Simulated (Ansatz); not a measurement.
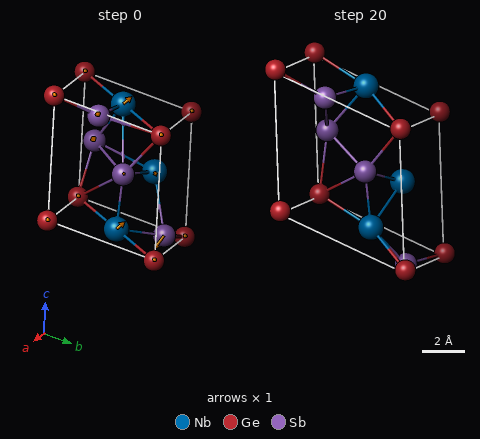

The structure of a crystal of Nb₂GeSb₄ (built on the Al2ZnS4-82 type type) before (left) and after (right) a relaxation, at one scale. The orange arrows give the displacements (the part carried along by the change of the cell is left out), at their true length.

Style: ball-and-stick. Shown: the cell of the calculation, slightly off an axis.

Case: shaken.

Method: DFT, PBEsol, plane waves, PAW in Ansatz 0.2.0. Settings: plane-wave cutoff 420 eV; k-point mesh 4 × 4 × 4; occupations fermi dirac; smearing width 0.05 eV; no spin polarisation; cell and atoms relaxed; force threshold 0.01 eV/Å; at most 120 steps.

Q: Describe what moved and what it gained.

A: The atom that moves furthest relative to the cell is a Sb atom (0.90 Å along [−1 −2 −3]). Largest moves by element: Sb 0.90 Å, Nb 0.61 Å, Ge 0.25 Å. Cell: a 5.848 → 5.186 Å (−11.3 %), b 6.016 → 7.160 Å (+19.0 %), c 6.065 → 6.864 Å (+13.2 %), α 105.8° → 116.4°, β 102.5° → 96.0°, γ 122.0° → 124.7°. Volume +5.1 %. Near-neighbour distances that change, for instance: Nb–Sb 3.407 → 4.632 Å, Nb–Sb 3.291 → 4.505 Å, Sb–Sb 4.130 → 3.246 Å, Nb–Sb 3.146 → 4.009 Å. New bonds form, among them: Nb–Nb (3.82 → 3.10 Å). Bond angles that change, for instance: Nb–Sb–Nb 87.0° → 135.2°, Nb–Sb–Sb 68.8° → 104.3°, Nb–Sb–Sb 93.9° → 128.0°. The space group stays P1 (No. 1). The energy falls by 303 meV per atom in 17 accepted moves (20 points after the start). Largest force component: 1.8 eV/Å at the start, 0.0066 eV/Å at the end. The pressure goes from 2.92 to −0.01 GPa. The line search rejected the trial step at point 5 of the run. The SCF was repeated twice at an unchanged geometry on a basis and grid sized afresh for the cell, which shifted the energy by 11.0 meV per atom at most.
